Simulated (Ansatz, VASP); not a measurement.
**Cross-check of Hf2SeS3 between VASP and Ansatz**

Wanted: the spread between two codes on one cell, functional and k mesh. The cell is invented: As first built, before any earlier steps moved the atoms: it takes the HfTeS structure with some of its atoms replaced by other elements, volume scaled by an estimate. It may not be a known or stable phase. The cell comes out of the VASP series on this material, whose earlier steps may have relaxed, scaled or displaced it; both programs get it as it stands.

Main program and level: Ansatz 0.2.0; plane waves, with VASP 6.6.1 beside it; single point at PBE.

### Step 1. Set-up

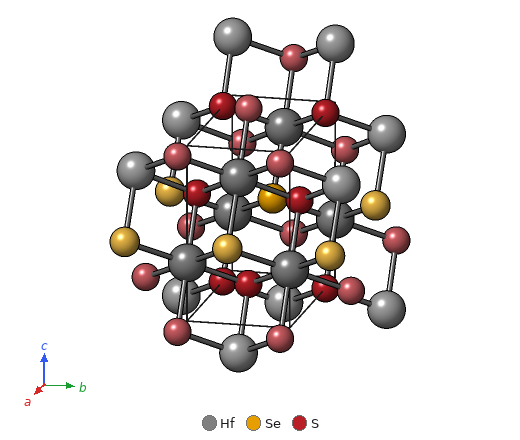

The cell as given, slightly off an axis (hafnium grey, selenium orange, sulfur red). Some periodic images of atoms are drawn too.

### Step 2. VASP: single point, PBE

A single point gives forces, pressure and levels at one fixed geometry, so differences don't come from the geometry; what else differs is listed under the comparison.

Lines of VASP's logs that name or quote its potential files are left out, and so is its time.

INCAR reads:

```
SYSTEM = Hf2SeS3
PREC = Accurate
ENCUT = 400
EDIFF = 1E-06
NELM = 100
ISMEAR = -1
SIGMA = 0.05
LREAL = .FALSE.
ALGO = Normal
GGA = PE
NBANDS = 28
LORBIT = 11
LWAVE = .FALSE.
LCHARG = .TRUE.
ISIF = 2
LELF = .TRUE.
LVHAR = .TRUE.
```

POSCAR reads:

```
Hf2SeS3
1.0
    6.6090149240      0.0000000000     -0.0043966957
    0.0000000000      3.6861377657      0.0000000000
   -0.0046099382      0.0000000000      6.3560753403
Hf Se S
2 1 3
Direct
    0.9941615731      0.0000000000      0.3309824813
    0.9941280014      0.5000000000      0.8357588405
    0.2411806418      0.5000000000      0.5009029862
    0.7806742379      0.0000000000      0.6648928846
    0.7790337768      0.5000000000      0.1681910131
    0.2108197690      0.0000000000      0.9992717944
```

KPOINTS reads:

```
Automatic mesh
0
Gamma
3 5 3
0 0 0
```

The projector-augmented-wave data sets are Hf_pv, Se and S (PBE family, release 64).

Command:

```console
$ mpirun -np 2 vasp_std
```

Numbers of over 12 decimals in the logs are rounded to 6 here.

Log:

```text
[banner, memory and clock lines left out]
running    2 mpi-ranks, on    1 nodes
 distrk:  each k-point on    2 cores,    1 groups
 distr:  one band on    1 cores,    2 groups

 POSCAR found type information on POSCAR HfSeS
 POSCAR found :  3 types and       6 ions
 LDA part: xc-table for (Slater+PW92), standard interpolation
 POSCAR, INCAR and KPOINTS ok, starting setup
 FFT: planning ... GRIDC
 FFT: planning ... GRID_SOFT
 FFT: planning ... GRID
 WAVECAR not read
 entering main loop
       N       E                     dE             d eps       ncg     rms          rms(c)
DAV:   1     0.211156258869E+03    0.21116E+03   -0.18939E+04   888   0.113E+03
DAV:   2    -0.326580437339E+02   -0.24381E+03   -0.23806E+03  1080   0.270E+02
DAV:   3    -0.480286857809E+02   -0.15371E+02   -0.15263E+02   992   0.614E+01
DAV:   4    -0.484014833421E+02   -0.37280E+00   -0.37196E+00  1176   0.106E+01
DAV:   5    -0.484081180080E+02   -0.66347E-02   -0.66311E-02  1072   0.139E+00    0.668E+01
DAV:   6    -0.450331907604E+02    0.33749E+01   -0.10827E+01   928   0.126E+01    0.480E+01
DAV:   7    -0.449648635461E+02    0.68327E-01   -0.37196E+00  1000   0.919E+00    0.605E+00
DAV:   8    -0.448584819090E+02    0.10638E+00   -0.56296E-01   912   0.367E+00    0.301E+00
DAV:   9    -0.448533111109E+02    0.51708E-02   -0.90567E-02  1176   0.137E+00    0.159E+00
DAV:  10    -0.448522435198E+02    0.10676E-02   -0.14649E-02   972   0.496E-01    0.761E-01
DAV:  11    -0.448522374500E+02    0.60698E-05   -0.45822E-03  1024   0.284E-01    0.250E-01
DAV:  12    -0.448522155845E+02    0.21865E-04   -0.23044E-04  1012   0.791E-02    0.216E-01
DAV:  13    -0.448522163975E+02   -0.81297E-06   -0.85399E-05  1096   0.387E-02    0.342E-02
DAV:  14    -0.448522233509E+02   -0.69534E-05   -0.94803E-06   976   0.164E-02    0.312E-02
DAV:  15    -0.448522230753E+02    0.27560E-06   -0.13540E-06   668   0.577E-03
   1 F= -.44852223E+02 E0= -.44852219E+02  d E =-.760596E-05
```

OUTCAR, selected parts (step 2):

```text
ion  position               nearest neighbor table
   1  0.994  0.000  0.331-   5 2.55   5 2.55   4 2.55   6 2.55   3 2.69   3 2.69   2 3.65   2 3.65
                             2 3.70   2 3.70
   2  0.994  0.500  0.836-   5 2.55   6 2.55   6 2.55   4 2.56   4 2.56   3 2.68   1 3.65   1 3.65
                             1 3.70   1 3.70
   3  0.241  0.500  0.501-   2 2.68   1 2.69   1 2.69
   4  0.781  0.000  0.665-   1 2.55   2 2.56   2 2.56
   5  0.779  0.500  0.168-   1 2.55   1 2.55   2 2.55
   6  0.211  0.000  0.999-   1 2.55   2 2.55   2 2.55

  LATTYP: Found a simple monoclinic cell.
 ALAT       =     6.3560770120
 B/A-ratio  =     0.5799391289
 C/A-ratio  =     1.0397948883
 COS(beta)  =    -0.0013905373

 Subroutine GETGRP returns: Found  2 space group operations
 (whereof  2 operations were pure point group operations)

The static configuration has the point symmetry C_1h.

 Found     15 irreducible k-points:

   k-points           NKPTS =     15   k-points in BZ     NKDIM =     15   number of bands    NBANDS=     28

   dimension x,y,z NGX =    48 NGY =   24 NGZ =   42
   dimension x,y,z NGXF=    96 NGYF=   48 NGZF=   84

   ENCUT  =  400.0 eV  29.40 Ry    5.42 a.u.  10.78  6.01 10.37*2*pi/ulx,y,z

   NELECT =      44.0000    total number of electrons

 k-points in reciprocal lattice and weights: Automatic mesh
   0.00000000  0.00000000  0.00000000       0.022
   0.33333333  0.00000000  0.00000000       0.044
   0.00000000  0.20000000  0.00000000       0.044
   0.33333333  0.20000000  0.00000000       0.089
   0.00000000  0.40000000  0.00000000       0.044
   0.33333333  0.40000000  0.00000000       0.089
   0.00000000  0.00000000  0.33333333       0.044
   0.33333333  0.00000000  0.33333333       0.044
  -0.33333333  0.00000000  0.33333333       0.044
[...]
0.33333333  0.40000000  0.33333333       0.089
  -0.33333333  0.40000000  0.33333333       0.089

 average (electrostatic) potential at core
       1 -40.4975       2 -40.5454       3 -54.8369       4 -88.3758       5 -88.4463
       6 -88.3545

 E-fermi :   2.7567

 k-point     1 :       0.0000    0.0000    0.0000
  band No.  band energies     occupation
    ...
     18       0.5406      2.00000
     19       1.0055      2.00000
     20       1.7801      2.00000
     21       2.1770      1.99998
     22       2.2680      1.99989
     23       3.3304      0.00002
     24       4.0410      0.00000
     25       4.0771      0.00000
     26       4.6282      0.00000
     27       6.0069      0.00000
    ...

 k-point     2 :       0.3333    0.0000    0.0000
  band No.  band energies     occupation
    ...
     18       0.8475      2.00000
     19       1.0536      2.00000
     20       1.0561      2.00000
     21       2.1464      1.99999
     22       2.2446      1.99993
     23       3.2570      0.00009
     24       4.0328      0.00000
     25       4.0692      0.00000
     26       4.8236      0.00000
     27       6.0044      0.00000
    ...

 k-point     3 :       0.0000    0.2000    0.0000
  band No.  band energies     occupation
    ...
     18       0.0569      2.00000
     19       0.5646      2.00000
     20       0.6984      2.00000
     21       1.4023      2.00000
     22       1.9387      2.00000
     23       4.2740      0.00000
     24       4.3569      0.00000
     25       4.4798      0.00000
     26       5.2310      0.00000
     27       5.6595      0.00000
    ...

  Total        0.0614008     -0.0722051     -0.0537486      0.0000000      0.0000000     -0.0120972
  in kB        0.6353122     -0.7471041     -0.5561355      0.0000000      0.0000000     -0.1251691
  external PRESSURE =      -0.2226425 kB  Pullay stress =       0.0000000 kB

  energy-cutoff  :      400.00
  volume of cell :      154.84
      direct lattice vectors                 reciprocal lattice vectors
     6.609014924  0.000000000 -0.004396696     0.151308553  0.000000000  0.000109741
     0.000000000  3.686137766  0.000000000     0.000000000  0.271286659  0.000000000
    -0.004609938  0.000000000  6.356075340     0.000104665  0.000000000  0.157329866

 POSITION                                       TOTAL-FORCE (eV/Angst)
 -----------------------------------------------------------------------------------
      6.56890      0.00000      2.09938        -0.017150      0.000000      0.011967
      6.56635      1.84307      5.30778         0.002586      0.000000     -0.012949
      1.59166      1.84307      3.18272         0.000430      0.000000     -0.001851
      5.15642      0.00000      4.22268         0.012294      0.000000      0.003850
      5.14787      1.84307      1.06561         0.021980      0.000000      0.000658
      1.38870      0.00000      6.35052        -0.020140      0.000000     -0.001674
 -----------------------------------------------------------------------------------
    total drift:                               -0.000139      0.000000      0.000212

  FREE ENERGIE OF THE ION-ELECTRON SYSTEM (eV)
  ---------------------------------------------------
  free  energy   TOTEN  =       -44.8522230753 eV

  energy  without entropy=      -44.8522154693  energy(sigma->0) =      -44.85221927

 total charge
# of ion       s       p       d       tot
------------------------------------------
    1        0.308   6.500   1.416   8.225
    2        0.307   6.501   1.409   8.217
    3        1.461   2.414   0.028   3.903
    4        1.339   2.428   0.000   3.767
    5        1.340   2.428   0.000   3.769
    6        1.341   2.424   0.000   3.765
--------------------------------------------------
tot          6.097  22.696   2.853  31.646

[... 3 further parts left out ...]
```

The run ends at a pressure of -0.02 GPa, with forces up to 0.022 eV/Å.

### Step 3. Ansatz: single point, PBE

Ansatz runs on its default PAW (the set named soft_2) files.

The same cell, functional, mesh and smearing now go to Ansatz, which takes its cutoff from its data sets.

input.yaml reads:

```yaml
crystal:
  lattice:
    - [6.609014924, 0.0, -0.0043966957]
    - [0.0, 3.6861377657, 0.0]
    - [-0.0046099382, 0.0, 6.3560753403]
  atoms:
    - { symbol: Hf, position: [0.9941615731, 0.0, 0.3309824813] }
    - { symbol: Hf, position: [0.9941280014, 0.5, 0.8357588405] }
    - { symbol: Se, position: [0.2411806418, 0.5, 0.5009029862] }
    - { symbol: S, position: [0.7806742379, 0.0, 0.6648928846] }
    - { symbol: S, position: [0.7790337768, 0.5, 0.1681910131] }
    - { symbol: S, position: [0.210819769, 0.0, 0.9992717944] }
hamiltonian:
  xc: pbe
  pseudopotentials: { kind: paw }
kpoints:
  mp_grid: { grid: [3, 5, 3] }
scf:
  occupations: { method: fermi_dirac, width: 0.05 }
  n_extra_bands: 5
output:
  forces: true
  stress: true
  eigenvalues: true
```

Command:

```console
$ ansatz run input.yaml --threads 4 --pin off --max-ram 9216MiB --backend cpu --events-out ev --progress --plain --runs-dir out
```

Log:

```text
scf.n_extra_bands = 5 over 43 filled bands (N_el = 86.0): the run solves 48 bands
Engine: ansatz 0.2.0, aarch64-unknown-linux-gnu
Pseudopotentials: kind: paw
Pseudopotential: Hf, paw, valence charge 26, recommended cutoff 420 eV (normal), Hf.paw.azcp
Pseudopotential: Se, paw, valence charge 16, recommended cutoff 420 eV (normal), Se.paw.azcp
Pseudopotential: S, paw, valence charge 6, recommended cutoff 420 eV (normal), S.paw.azcp
Functional definition: PBE
  parameter kappa = 0.804
  parameter beta = 0.066725
  exchange = pbe_x(kappa = kappa, mu = beta*pi^2/3)
  correlation = pbe_c(beta = beta)
Crystal: 6 atoms, lattice volume = 154.845 Å³
Basis set: ecut = 420 eV, 3047 PW (Γ), exchange–correlation on 90×50×90 points (8 copies of the dense FFT grid, shifted against one another)
Bands: 48, of which v1, the nominal top of the filled ones, is band 43 counted from 1 (42 counted from 0)
Symmetry: 2 space group operations
Space group: Pm (ITA 6), of the structure as read, at distance tolerance 5.4e-5 Å
k-points: 15 of 45 (time reversal used)
Non-local potential: Hf, projectors of the file, l = 0: 3, l = 1: 2, l = 2: 2, l = 3: 3
Non-local potential: Se, projectors of the file, l = 0: 2, l = 1: 2, l = 2: 3, l = 3: 1
Non-local potential: S, projectors of the file, l = 0: 2, l = 1: 2, l = 2: 2
PAW form: soft (Blöchl's): semilocal exchange-correlation on the pseudo side does not see the compensation charge
PAW one-centre angular grid: Hf, 590 points (default); XC on 64 Gauss nodes
PAW one-centre angular grid: Se, 590 points (default); XC on 64 Gauss nodes
PAW one-centre angular grid: S, 110 points (default); XC on 64 Gauss nodes
Initial density: superposition of atomic densities (neutral atoms: chi_scale 0, normalization atom), corrected by the library's trained network
Initial wavefunctions: pseudopotential atomic-orbital guess
Functional: x = pbe(κ = 0.804, μ = 0.219515), c = pbe(β = 0.066725)
SCF iter   1: F=—  HF=-39627.063731 eV  |F-HF|=—  |Δ(HF+E_count)|=         —  Δρ=1.57e-3  dr2=6.44e-3  ethr=1.77e-3  ⟨swp⟩=6.1  Hψ=2513  notcnv=0
preconditioner: auto → Resta (q_TF=auto, 2.474 Å⁻¹)  ε∞=5.5  [insulator: Δε(μ)=0.997 eV  Ē_g=10.844 eV  σ=0.050 eV  W_gap=1.00  n_scr=38 (ndim 8)  ℏωp=23.1 eV  f_vac=0.190  D(μ)=0.00/eV (n_scr^D=0)  ε∞_Penn≈5.5]
SCF iter   2: F=—  HF=-39627.062167 eV  |F-HF|=—  |Δ(HF+E_count)|=   1.56e-3  Δρ=9.05e-4  dr2=1.33e-3  ethr=7.49e-6  ⟨swp⟩=2.0  Hψ=1347  notcnv=0
SCF iter   3: F=—  HF=-39627.062623 eV  |F-HF|=—  |Δ(HF+E_count)|=   4.57e-4  Δρ=2.51e-4  dr2=2.27e-4  ethr=1.54e-6  ⟨swp⟩=3.0  Hψ=1331  notcnv=0
SCF iter   4: F=—  HF=-39627.062668 eV  |F-HF|=—  |Δ(HF+E_count)|=   4.46e-5  Δρ=9.60e-5  dr2=2.46e-5  ethr=2.64e-7  ⟨swp⟩=2.0  Hψ=1156  notcnv=0
SCF iter   5: F=—  HF=-39627.062772 eV  |F-HF|=—  |Δ(HF+E_count)|=   1.05e-4  Δρ=6.25e-5  dr2=9.80e-6  ethr=2.86e-8  ⟨swp⟩=2.0  Hψ=1357  notcnv=0
SCF iter   6: F=—  HF=-39627.062782 eV  |F-HF|=—  |Δ(HF+E_count)|=   9.37e-6  Δρ=2.27e-5  dr2=1.47e-6  ethr=1.14e-8  ⟨swp⟩=2.0  Hψ=1160  notcnv=0
SCF iter   7: F=—  HF=-39627.062784 eV  |F-HF|=—  |Δ(HF+E_count)|=   1.97e-6  Δρ=8.06e-6  dr2=2.06e-7  ethr=1.71e-9  ⟨swp⟩=2.0  Hψ=1331  notcnv=0
SCF iter   8: F=-39627.062784 eV  HF=-39627.062784 eV  |F-HF|=2.73e-8  |Δ(HF+E_count)|=   3.21e-7  Δρ=3.34e-6  dr2=2.70e-8  ethr=1.16e-10  ⟨swp⟩=6.0  Hψ=2892  notcnv=0
SCF 1 converged in 8 iterations: F = -39627.062784 eV  dr2 = 2.70e-8
  greatest PAW one-centre occupation: 1.000 electrons in one spin orbital (limit 2), on the Se atom at site 2 (counted from 0), in its partial waves of l = 2
SCF converged after 8 iterations
Free energy (F): -39627.062784 eV
Harris-Foulkes:  -39627.062784 eV  (|F-HF|=2.73e-8)
Internal energy: -39627.062776 eV  (E = F + TS)
E sigma→0 (E₀):  -39627.062780 eV
Entropy (-TS):   -0.000008 eV (-0.001 meV/atom)
Fermi energy:    8.319589 eV
--- Per-component energies (eV) ---
  E_band       = -907.095603
  E_kinetic    = 1278.768353
  E_local      = -20767.413074  (includes V_loc(G=0)·N_el)
  E_nonlocal   = -2998.827556
  E_hartree    = 9707.905862
  E_xc         = -994.638049
  E_vxc        = -891.399638  (∫ρ·V_xc dr)
  E_paw        = -17564.919609  (= ΣΔE_a)
  E_vpaw       = 3055.968679  (= ΣTr[D̂ρ^β])
  E_aug_tail   = -0.000579  (compensation charges beyond the density's cutoff)
  E_ewald      = -8287.938123
  E_smearing   = -0.000008  (= −TS)
  E_closure    = 0.000000  (closes the sum)
  Σ components = -39627.062784   (vs F -39627.062784, Δ=0.00e0)
--- Forces (eV/Å), atoms counted from 1 ---
  atom   1  Hf    -0.00614292     0.00000000     0.02744174
  atom   2  Hf     0.00624062    -0.00000000    -0.02830345
  atom   3  Se     0.04583460    -0.00000000    -0.00215790
  atom   4  S     -0.05045825     0.00000000     0.00250641
  atom   5  S     -0.04248130     0.00000000     0.00269654
  atom   6  S      0.04701901    -0.00000000    -0.00218532
  max |Σ_I F_I| component: 1.18e-5 eV/Å
--- Stress (GPa, compression-positive) ---
        0.471498       0.000000      -0.015113
        0.000000       0.414479       0.000000
       -0.015113       0.000000       0.429932
  P = ⅓ Tr σ = 0.4386 GPa (4.386 kbar)
--- Band table (eV; the first three rows and the last of 15) ---
  k-point 0: bands = [... 39 lower, 6.5662, 7.3510, 7.7460, 7.8358, 8.8886, 9.5974, 9.6342, 10.1914, ... 1 higher]
  k-point 1: bands = [... 39 lower, 6.5426, 6.7771, 7.2959, 7.4975, 9.0582, 9.5122, 10.3575, 10.6527, ... 1 higher]
  k-point 2: bands = [... 39 lower, 6.1212, 6.2603, 6.9632, 7.5026, 9.8336, 9.9183, 10.0407, 10.7929, ... 1 higher]
  k-point 14: bands = [... 39 lower, 5.9627, 6.3663, 6.5082, 6.6411, 8.9704, 9.3974, 11.2890, 11.3238, ... 1 higher]
```

It took 3.3 s on 4 threads of Arm Neoverse V2, shared host; peak memory 0.49 GiB.

The run ends at a pressure of 0.44 GPa, with forces up to 0.051 eV/Å.

### Step 4. Side by side

Known differences besides the PAW data sets themselves: the data sets hold 86 valence electrons in Ansatz (default PAW (the set named soft_2) files) and 44 in VASP; the cutoff is 420 eV in Ansatz and 400 eV in VASP; VASP leaves aspherical gradient terms in its spheres out (LASPH is not set), Ansatz keeps them. Total energies have different zeros and are not compared.

The two programs side by side:

| quantity | Ansatz | VASP | difference |
| --- | --- | --- | --- |
| pressure (GPa) | 0.44 | -0.02 | +0.46 |
| gap on the k mesh (eV) | 0.979 | 0.989 | -0.010 |

At this near-relaxed geometry the largest component of a force difference is 67 meV/Å.

### Step 5. What moves the difference

The difference is large enough to ask for its cause, so further runs change the set-up of one program at a time, as the table lists.

| run | r.m.s. force difference (meV/Å) |
| --- | --- |
| as above | 29 |
| Ansatz's larger PAW set (cutoff 620 eV) | 32 |
| norm-conserving potentials (cutoff 1170 eV) | 29 |

### Step 6. Summary of results

```json
{
  "r.m.s. force difference (single point, PBE)": "29 meV/Å"
}
```

What this shows: The r.m.s. force difference is 29 meV/Å (single point, PBE), beyond the 12 meV/Å picked in this series as the mark of a large difference. For single point, PBE: no further run halves the r.m.s. force difference; only Ansatz's side was varied, and Ansatz's runs with other potentials lie closer to each other than to VASP, which for this quantity points to VASP's side; this was not tested here. Differences of this kind measure data sets and numerical settings, not the functional's error against experiment.

[Lines on the potential files, build, host, timing and source positions are cut from VASP's logs without a mark.]

[Logs are printed without paths, hosts, clocks, repeated set-up lines and the standing remarks that a program may print on its own settings, such as how far it seeks lower states.]

[Hosts, paths, dates, database ids (printed as entryN), source tags and the programs' standing remarks are cut or masked in the printed files.]
